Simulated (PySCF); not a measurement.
SMILES CSCC(=O)O at its GFN2-xTB optimised geometry (Å):

```
12

C      1.4028    -0.6181     0.0000
S     -0.4108    -0.6181     0.0000
C     -0.7091     1.1893     0.0000
C     -0.3664     1.6711     1.3794
O      0.7473     1.9119     1.7682
O     -1.4436     1.7498     2.1639
H      1.7609     0.0191     0.8037
H      1.7144    -1.6438     0.1652
H      1.7648    -0.2666    -0.9624
H     -1.7648     1.3298    -0.2151
H     -0.0753     1.6438    -0.7589
H     -1.1919     1.9899     3.0698
```

Computed with PBE0/def2-TZVP (PySCF). Cells within 0.4 Å of a nucleus heavier than hydrogen are left out (blank, or x).

Map of the log10 of the electron density (e/bohr³), floored at −4 on the plane z = 0.0 Å:

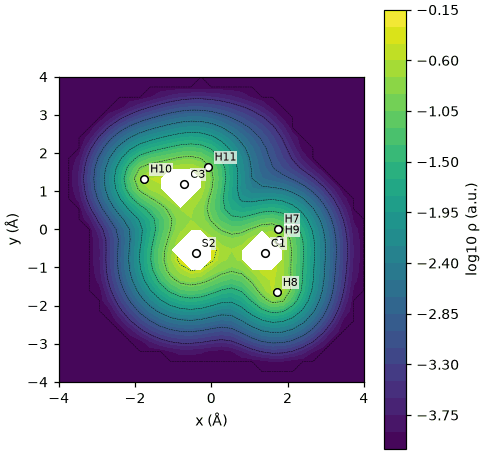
Log10 of the electron density (e/bohr³), floored at −4 on the plane z = 0.0 Å.
